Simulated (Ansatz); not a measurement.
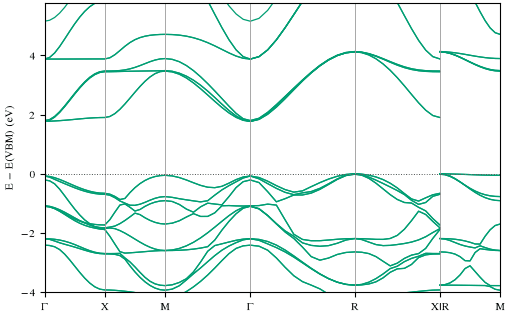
Fig. 1. Band structure from PBE with spin–orbit coupling (plane waves, PAW; program Ansatz)

Read off the gap and where the band edges lie.

About 1.8 eV (1.77 eV by a search for the band edges); maximum at R, minimum at Γ.

The material is BaTiO$_{3}$ (cubic perovskite, Pm-3m).

This is a known high-temperature phase of the composition, computed here at zero pressure and temperature. Symmetry was held in the PBE relaxation. At this level the phase is dynamically unstable (imaginary phonons). The run is not spin-polarised.

Potentials: the later of the program's two PAW sets.
